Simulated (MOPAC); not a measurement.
# Si2H4BrClO: geometry relaxation (part 2 of 2)

Continued. System: Si2H4BrClO. Method: PM6, closed shell (MOPAC 23.2.5). The atoms were displaced at random from an optimised geometry.

### Output, continued
```
                  EIGENVALUES
 -31.09342 -27.86304 -26.24152 -22.09717 -19.72288 -15.94617 -15.11950 -14.76252
 -12.69679 -12.33131 -12.04153 -11.75213 -11.35240 -10.80707 -10.73674  -9.07254
  -0.83509  -0.77026  -0.49359   0.42802   0.58675   0.89751   0.99012   1.30114
   1.39790   1.72553   2.06274   2.14264   2.34501   3.35079   3.58562   4.39380
   4.40839   5.75202  89.25202  89.34816  89.37515  89.70631  89.70820 114.19802
 114.21838 114.23597 114.32783 114.33279

              NET ATOMIC CHARGES AND DIPOLE CONTRIBUTIONS

  ATOM NO.   TYPE          CHARGE      No. of ELECS.   s-Pop       p-Pop       d-Pop
    1          O          -0.497160        6.4972     1.56476     4.93240
    2         Si           0.454296        3.5457     1.12332     1.35246     1.06993
    3         Si           0.138460        3.8615     1.23212     2.16530     0.46413
    4         Cl          -0.197879        7.1979     1.99313     5.20228     0.00247
    5         Br          -0.216445        7.2164     1.95618     5.25639     0.00387
    6          H           0.361067        0.6389     0.63893
    7          H          -0.008030        1.0080     1.00803
    8          H          -0.018092        1.0181     1.01809
    9          H          -0.016218        1.0162     1.01622
 DIPOLE           X         Y         Z       TOTAL
 POINT-CHG.    -0.227    -2.292    -1.748     2.891
 HYBRID        -1.137     0.633     0.540     1.409
 SUM           -1.364    -1.658    -1.207     2.463

          ATOMIC ORBITAL ELECTRON POPULATIONS

     Atom    s        px        py        pz      x^2-y^2     xz        z^2       yz        xy
    1  O   1.56476   1.44323   1.71026   1.77892
    2 Si   1.12332   0.43186   0.44846   0.47214   0.22429   0.27332   0.18092   0.17255   0.21884
    3 Si   1.23212   0.70677   0.73617   0.72236   0.11205   0.07508   0.15435   0.02976   0.09289
    4 Cl   1.99313   1.82735   1.85064   1.52428   0.00017   0.00072   0.00101   0.00047   0.00010
    5 Br   1.95618   1.87537   1.53613   1.84488   0.00138   0.00010   0.00059   0.00086   0.00095
    6  H   0.63893
    7  H   1.00803
    8  H   1.01809
    9  H   1.01622

           MULLIKEN POPULATION ANALYSIS

        MULLIKEN POPULATIONS AND CHARGES

      NO.  ATOM   POPULATION      CHARGE
        1    O     6.594555     -0.594555
        2   Si     3.392372      0.607628
        3   Si     3.794389      0.205611
        4   Cl     7.282758     -0.282758
        5   Br     7.247659     -0.247659
        6    H     0.607155      0.392845
        7    H     1.020943     -0.020943
        8    H     1.030171     -0.030171
        9    H     1.029999     -0.029999

          Chemical-Potential Equalization

          Energy                    =                  NaN   kcal/mol
          Pot(1)                    =                  NaN   eV
          Dipole correction(1)      =                  NaN   au

 *                    *
 * JOB ENDED NORMALLY *
 *                    *

 TOTAL JOB TIME:             0.22 SECONDS

 == MOPAC DONE ==
```

### Trajectory as extended XYZ (Å, eV, eV/Å), 11 of the 60 frames kept, from step=0 to step=59
```
9
Properties=species:S:1:pos:R:3:forces:R:3 step=0 energy=-5.57577
O    -1.8890   -0.4363    0.1687   -0.1315   0.4011   0.4817
Si   -0.5069    0.3519    0.5303    2.3129   0.1817  -0.9750
Si    1.2255   -0.4752   -0.8007   -1.5746   0.5230   0.9552
Cl   -0.0595    0.1600    2.5145   -0.0155  -0.2317   0.0423
Br   -0.7565    2.5242    0.1601   -0.0156  -0.2220  -0.1359
H    -2.6925   -0.2125    0.5958   -0.9670  -0.5947  -0.2847
H     2.4559    0.2506   -0.4334    0.2865   0.2125   0.0496
H     1.4125   -1.9149   -0.5173    0.0736  -0.2862  -0.0166
H     0.8941   -0.2649   -2.2375    0.0313   0.0163  -0.1166
9
Properties=species:S:1:pos:R:3:forces:R:3 step=6 energy=-6.12234
O    -1.8799   -0.2734    0.3188    0.1044   0.0110  -0.0604
Si   -0.4216    0.3701    0.5212   -0.3549   0.0045  -0.1394
Si    1.1547   -0.4210   -0.7262   -0.2653  -0.0502   0.0812
Cl   -0.0300    0.0233    2.5026    0.2349  -0.0344   0.0365
Br   -0.7741    2.5121    0.0781    0.2808   0.0334  -0.0658
H    -2.7743   -0.4260    0.3392    0.0931  -0.1728  -0.0735
H     2.4270    0.2904   -0.3785    0.0103   0.1172   0.0421
H     1.3990   -1.8880   -0.4943   -0.0711   0.0561   0.0106
H     0.8875   -0.2304   -2.2005   -0.0322   0.0352   0.1687
9
Properties=species:S:1:pos:R:3:forces:R:3 step=12 energy=-6.22157
O    -1.9128   -0.3147    0.2787   -0.0827  -0.0611   0.0113
Si   -0.5235    0.3931    0.5322    0.1543   0.0095  -0.0081
Si    1.0724   -0.3780   -0.6279    0.0416   0.0437  -0.0275
Cl    0.0947   -0.0106    2.4384   -0.0393   0.0082   0.0498
Br   -0.7121    2.5201    0.0502    0.0445   0.0256  -0.0077
H    -2.7437   -0.6685    0.1944    0.0195  -0.0188   0.0022
H     2.3285    0.3633   -0.2449   -0.1029   0.0473   0.0062
H     1.3386   -1.8335   -0.3763   -0.0622  -0.0170  -0.0352
H     0.8275   -0.1693   -2.0956    0.0271  -0.0374   0.0090
9
Properties=species:S:1:pos:R:3:forces:R:3 step=18 energy=-6.22880
O    -1.9081   -0.3322    0.2847   -0.0233  -0.0021   0.0233
Si   -0.5199    0.3860    0.5316    0.0132  -0.0012   0.0069
Si    1.0652   -0.3682   -0.6434   -0.0303  -0.0082  -0.0109
Cl    0.0773    0.0010    2.4526   -0.0198  -0.0055   0.0099
Br   -0.6947    2.5163    0.0501    0.0182   0.0119  -0.0161
H    -2.7341   -0.6974    0.2103    0.0122  -0.0091  -0.0040
H     2.2863    0.4089   -0.2318   -0.0050  -0.0059  -0.0112
H     1.3145   -1.8295   -0.4098    0.0220   0.0047   0.0004
H     0.8333   -0.1699   -2.1132    0.0129   0.0155   0.0017
9
Properties=species:S:1:pos:R:3:forces:R:3 step=24 energy=-6.22992
O    -1.9086   -0.3392    0.3024    0.0201   0.0175  -0.0163
Si   -0.5202    0.3844    0.5358   -0.0125  -0.0051   0.0001
Si    1.0609   -0.3585   -0.6527    0.0180  -0.0153   0.0125
Cl    0.0609   -0.0033    2.4615    0.0042   0.0073   0.0066
Br   -0.6831    2.5146    0.0408    0.0062  -0.0225  -0.0017
H    -2.7267   -0.7180    0.2283   -0.0190  -0.0041   0.0048
H     2.2805    0.4164   -0.2345   -0.0008   0.0160  -0.0028
H     1.3312   -1.8179   -0.4319   -0.0049  -0.0012  -0.0096
H     0.8347   -0.1430   -2.1209   -0.0112   0.0074   0.0065
9
Properties=species:S:1:pos:R:3:forces:R:3 step=30 energy=-6.23058
O    -1.9141   -0.3415    0.3059    0.0242  -0.0031   0.0015
Si   -0.5214    0.3740    0.5413   -0.0046   0.0008   0.0017
Si    1.0613   -0.3506   -0.6578   -0.0133   0.0075   0.0000
Cl    0.0505    0.0055    2.4735   -0.0010  -0.0060   0.0007
Br   -0.6711    2.5035    0.0350   -0.0002  -0.0084  -0.0060
H    -2.7348   -0.7185    0.2378    0.0024   0.0090  -0.0030
H     2.2746    0.4350   -0.2382   -0.0033  -0.0098   0.0075
H     1.3471   -1.8134   -0.4772   -0.0001   0.0222  -0.0049
H     0.8135   -0.0963   -2.1168   -0.0041  -0.0122   0.0027
9
Properties=species:S:1:pos:R:3:forces:R:3 step=35 energy=-6.23077
O    -1.9124   -0.3420    0.3062    0.0015   0.0012  -0.0005
Si   -0.5212    0.3738    0.5444    0.0010   0.0008  -0.0006
Si    1.0587   -0.3470   -0.6579    0.0013  -0.0013   0.0005
Cl    0.0506    0.0039    2.4759   -0.0022  -0.0026  -0.0009
Br   -0.6698    2.5014    0.0321   -0.0004   0.0008  -0.0013
H    -2.7352   -0.7136    0.2330    0.0031   0.0003   0.0008
H     2.2726    0.4350   -0.2343   -0.0009   0.0010   0.0002
H     1.3473   -1.8085   -0.4823   -0.0002  -0.0002   0.0007
H     0.8094   -0.0937   -2.1166   -0.0034   0.0000   0.0011
9
Properties=species:S:1:pos:R:3:forces:R:3 step=41 energy=-6.23078
O    -1.9115   -0.3413    0.3064   -0.0008   0.0000  -0.0002
Si   -0.5207    0.3748    0.5447    0.0004  -0.0012  -0.0009
Si    1.0588   -0.3471   -0.6573   -0.0003   0.0006   0.0012
Cl    0.0504    0.0018    2.4758   -0.0006   0.0010   0.0007
Br   -0.6703    2.5021    0.0313    0.0012   0.0001   0.0012
H    -2.7339   -0.7137    0.2337    0.0003  -0.0003  -0.0004
H     2.2726    0.4358   -0.2355    0.0005   0.0006  -0.0003
H     1.3472   -1.8083   -0.4800    0.0008  -0.0003   0.0000
H     0.8073   -0.0953   -2.1158   -0.0014  -0.0006  -0.0010
9
Properties=species:S:1:pos:R:3:forces:R:3 step=47 energy=-6.23079
O    -1.9107   -0.3423    0.3056   -0.0002   0.0004   0.0000
Si   -0.5203    0.3744    0.5453    0.0001   0.0003   0.0000
Si    1.0585   -0.3465   -0.6584   -0.0006  -0.0006  -0.0003
Cl    0.0482    0.0027    2.4773    0.0003   0.0001  -0.0001
Br   -0.6690    2.5017    0.0319   -0.0002   0.0007   0.0005
H    -2.7328   -0.7152    0.2321    0.0004   0.0002  -0.0003
H     2.2729    0.4389   -0.2427   -0.0016  -0.0002   0.0002
H     1.3493   -1.8070   -0.4790    0.0018  -0.0005  -0.0002
H     0.8011   -0.0983   -2.1166    0.0000  -0.0004   0.0001
9
Properties=species:S:1:pos:R:3:forces:R:3 step=53 energy=-6.23080
O    -1.9105   -0.3422    0.3052   -0.0007   0.0000   0.0002
Si   -0.5202    0.3744    0.5453    0.0000  -0.0004  -0.0003
Si    1.0584   -0.3470   -0.6585   -0.0002   0.0002   0.0002
Cl    0.0483    0.0031    2.4774    0.0000  -0.0003  -0.0003
Br   -0.6691    2.5019    0.0323    0.0003  -0.0001   0.0000
H    -2.7326   -0.7151    0.2312    0.0000   0.0003   0.0002
H     2.2721    0.4393   -0.2429    0.0001   0.0004  -0.0002
H     1.3506   -1.8072   -0.4789    0.0003   0.0003   0.0001
H     0.8005   -0.0993   -2.1167    0.0002  -0.0003   0.0001
9
Properties=species:S:1:pos:R:3:forces:R:3 step=59 energy=-6.23080
O    -1.9112   -0.3417    0.3053    0.0000   0.0000   0.0000
Si   -0.5204    0.3743    0.5451    0.0000   0.0000   0.0000
Si    1.0585   -0.3468   -0.6583    0.0000   0.0000   0.0000
Cl    0.0484    0.0022    2.4770    0.0000   0.0000   0.0000
Br   -0.6688    2.5019    0.0323    0.0000   0.0000   0.0000
H    -2.7335   -0.7140    0.2315    0.0000   0.0000   0.0000
H     2.2708    0.4428   -0.2448    0.0000   0.0000   0.0000
H     1.3537   -1.8060   -0.4757    0.0000   0.0000   0.0000
H     0.7998   -0.1027   -2.1169    0.0000   0.0000   0.0000
```

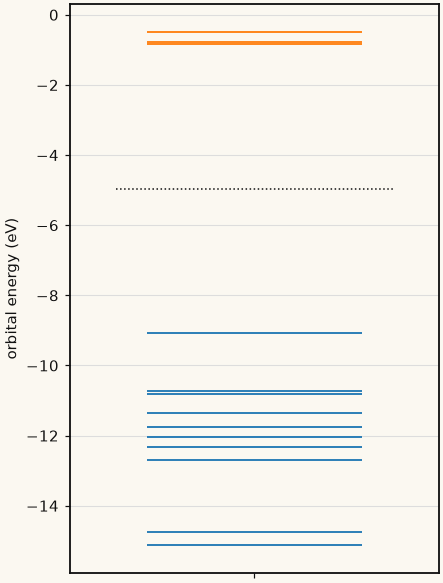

Orbital energies near the frontier; the dotted line parts filled from empty levels, and levels within 0.02 eV of each other stand side by side. Highest filled −9.07 eV, lowest empty −0.84 eV, 8.23 eV apart.

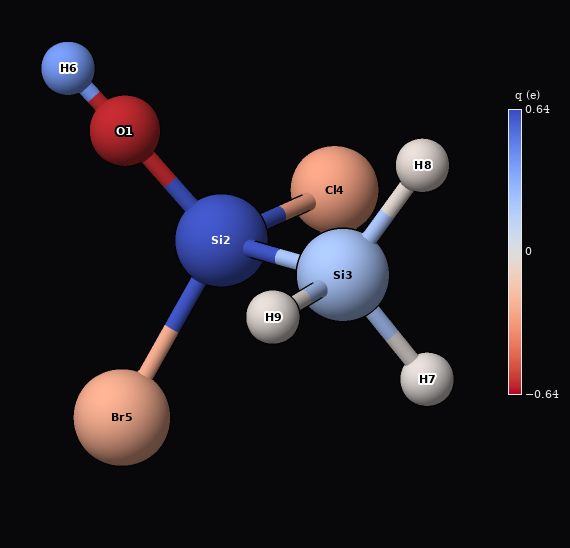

Mulliken charges, as the colour of each atom (ball-and-stick view, seen at a tilt; atoms are numbered from 1 in the order of the input). By element: O −0.59, Si +0.21 to +0.61, Cl −0.28, Br −0.25 and H −0.03 to +0.39 e.

This output came from the following input.

### The input (brclh4osi2.mop)
```
PM6 DISP MULLIK GNORM=0.01 GRADIENTS CYCLES=300 EF AUX(PRECISION=6) T=10M THREADS=1
BrClH4OSi2, PM6

O     -1.888956 1    -0.436330 1     0.168705 1
Si    -0.506898 1     0.351926 1     0.530313 1
Si     1.225506 1    -0.475187 1    -0.800667 1
Cl    -0.059464 1     0.159971 1     2.514451 1
Br    -0.756544 1     2.524207 1     0.160138 1
H     -2.692521 1    -0.212487 1     0.595819 1
H      2.455920 1     0.250593 1    -0.433383 1
H      1.412485 1    -1.914865 1    -0.517318 1
H      0.894061 1    -0.264927 1    -2.237543 1
```

Launch command:
```bash
mopac brclh4osi2.mop
```

### Key numbers

| quantity | value |
| --- | --- |
| outcome | converged |
| total energy | −35.959578 hartree |
| dispersion energy | 0.000000 hartree |
| heat of formation | −143.69 kcal/mol |
| basis functions | 44 |
| largest force | 0.000 eV/Å |
| HOMO | −9.07 eV |
| LUMO | −0.83 eV |
| dipole moment | 2.46 D |
| hardware | 1 thread of Intel Xeon (Granite Rapids), 192 GiB of memory available, shared host |
| peak memory | 0.071 GiB |

MOPAC's energies along a path are heats of formation.
